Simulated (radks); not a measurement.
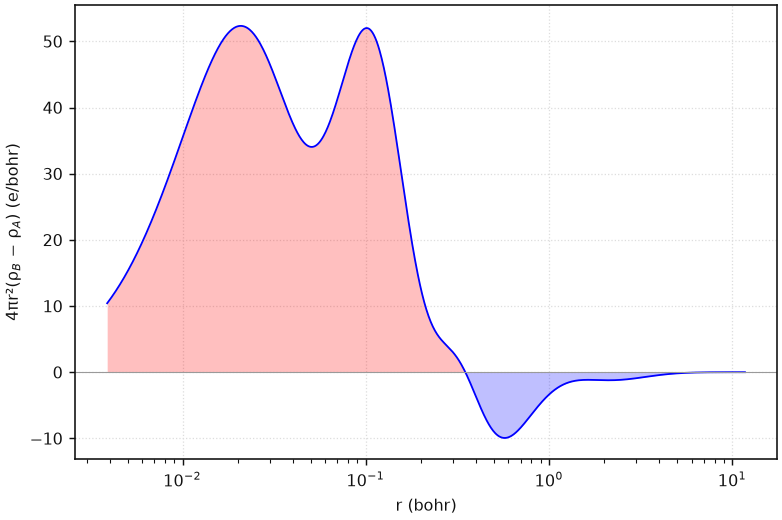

Two nuclei with the same 13 electrons, [Ne] 3s2 3p1 (high spin), were computed: Al; Rh³²⁺. Method: scalar-relativistic Kohn-Sham, r2SCAN, spin-polarised, spherical densities, finite nucleus; computed with the in-house radial solver radks.

The plot shows the radial density of run B less that of run A; on the logarithmic r axis, areas aren't charges.

> Assign A and B and describe the change of the density.

A is Al; B is Rh³²⁺. B holds 8.1 electrons more than A where the difference is positive (most at r = 0.021 bohr) and 8.1 electrons fewer where it is negative (most at r = 0.57 bohr), with no net change. The larger nuclear charge draws every shell in.
